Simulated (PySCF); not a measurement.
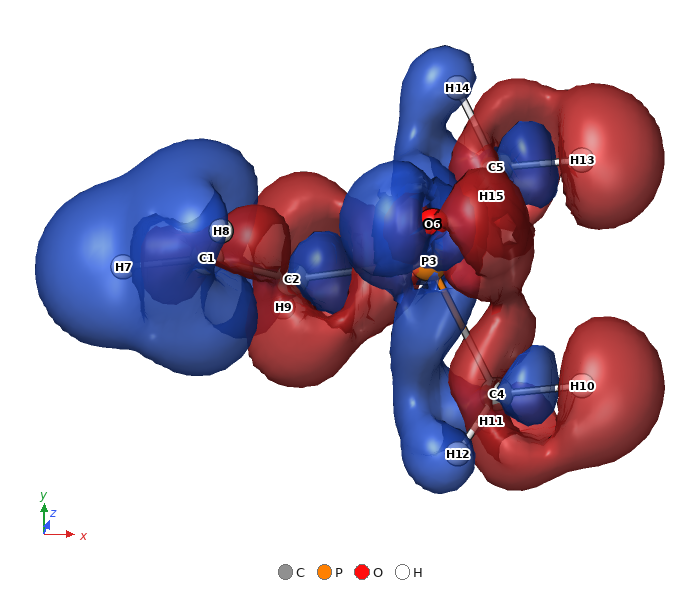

C₄H₉OP, SMILES `C=CP(C)(C)=O`. Change of the electron density in a uniform field of 0.26 V/Å, surfaces at ±0.0015 e/Å³ (blue: gain, red: loss).

Computed with PySCF, B3LYP/6-31+G*, geometry: GFN2-xTB. No frequency check shows the geometry to be a minimum. The basis has diffuse s and p functions alone, which still leaves polarisabilities too small, most of all across bonds. GFN2-xTB bond lengths at metals and heavier atoms can be off by up to 0.1 Å and shapes distorted, which carries into these values.

Q: Along which Cartesian direction does the field point?

A: Along +x: electrons gather on the −x side, against the field.

Q: What dipole is induced, and what polarisability does it imply?

A: The induced dipole is 1.09 D (along the field); α along this axis, from the fields in both directions, is 86 bohr³ (12.7 Å³).

Q: Which atoms gain and lose the most charge?

A: Electrons gather most on C1 (Hirshfeld charge changes by −0.018 e) and leave H10 and H13 alike most (+0.010 e); 0.093 electrons are displaced in all.
